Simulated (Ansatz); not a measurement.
## Electronic structure of CHFSi in real space

```xyz
4

C    -2.1157    2.4715    2.1435
F     0.7656    1.9015    2.2993
Si   -0.6898    1.7472    1.6615
H    -3.1473    2.4628    1.8180
```

Geometry: B3LYP-D4/def2-TZVP.

All numbers below come from isolated molecule in a Gaussian basis; Kohn-Sham density functional theory, functional PBE0 (Ansatz).

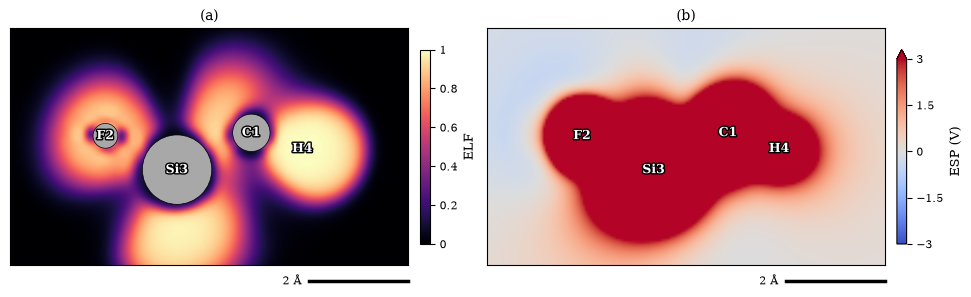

Figure 1. (a) electron localisation function; (b) molecular electrostatic potential on the molecular plane. Grey discs cover the atomic cores in the ELF map.

> What does the map show?

The section cuts through C, F, Si and H sites.
Si–F (1.60 Å): the ELF peaks at about 0.80 in the valence shell of F, 0.6 Å from its nucleus, and is about 0.55 at the midpoint.
C–Si (1.67 Å): the ELF peaks at about 0.85 between the atoms, as expected for a covalent bond.
C–H (1.08 Å): the ELF climbs to about 1 towards the hydrogen, as it does in any bond to H (a covalent bond by its length).
The ELF also peaks beside Si3 and F2, away from the bonds: lone-pair regions.
Outside the dense part of the molecule the potential is most negative (−0.5 V) near F2.

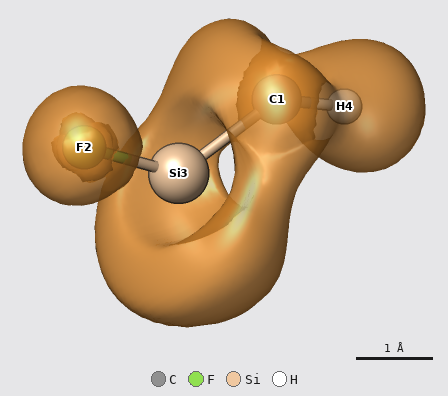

Figure 2. Isosurface of the ELF at 0.75 (orange), seen at a tilt. Core shells and regions of very low density are left out.

> Describe the localisation domains.

The surface consists of one region wrapped around F (its lone pairs, merged into a ring or cap) and one joined region spread over several atoms (C, H, Si), in which their bonds and any lone pairs are merged.

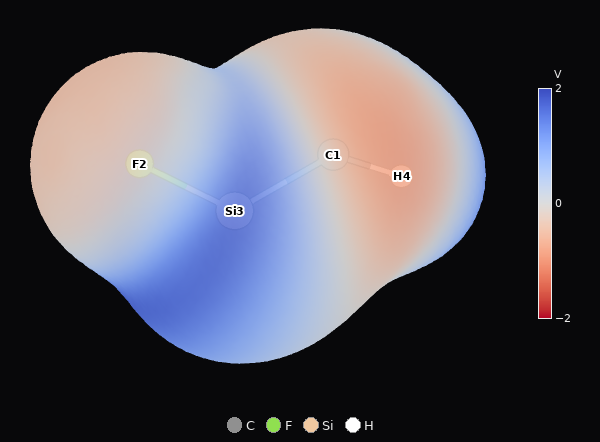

Figure 3. The molecular electrostatic potential painted on the density surface at 0.002 e/bohr³, seen at a tilt; red is negative and blue positive.

> Describe the electrostatic potential map.

The most negative region (about −0.8 V, or −18 kcal/mol for a unit charge) lies over C1, the most positive (about +1.7 V, or +39 kcal/mol for a unit charge) over Si3.

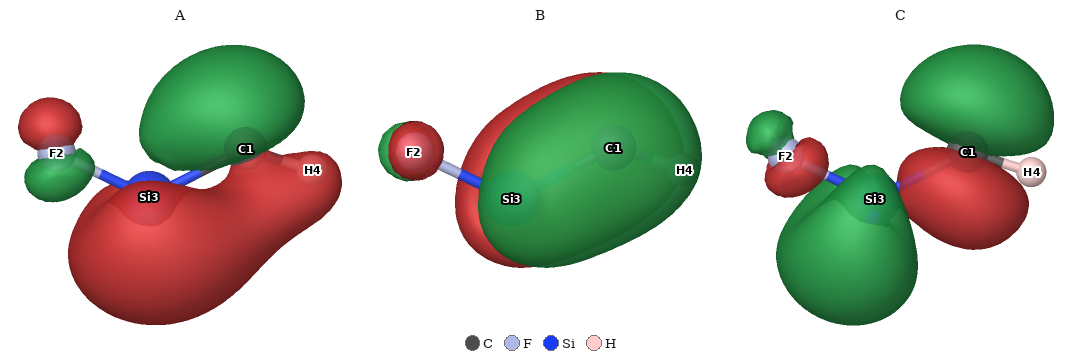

Figure 4. Three frontier orbitals at ±0.1 Å⁻³ᐟ² (green and red are the two phases), in no order.

> Order the three orbitals by energy and name them.

A is the HOMO−1 (−7.84 eV). By Hirshfeld shares it lies mainly on Si3 (about 50 %) and C1 (about 40 %); it is symmetric in the molecular plane (an in-plane orbital: σ, lone-pair or in-plane π type). B is the HOMO (−7.00 eV). Its weight (Hirshfeld) is mainly on C1 (about 55 %) and Si3 (about 35 %); it changes sign across the molecular plane (π type); π-bonding across C1–Si3. C is the LUMO (−3.93 eV). By Hirshfeld shares it lies mainly on Si3 (about 45 %), C1 (about 45 %) and F2 (about 5 %); it is symmetric in the molecular plane (an in-plane orbital: σ, lone-pair or in-plane π type).

> What is the HOMO–LUMO gap?

3.07 eV between the orbital energies.
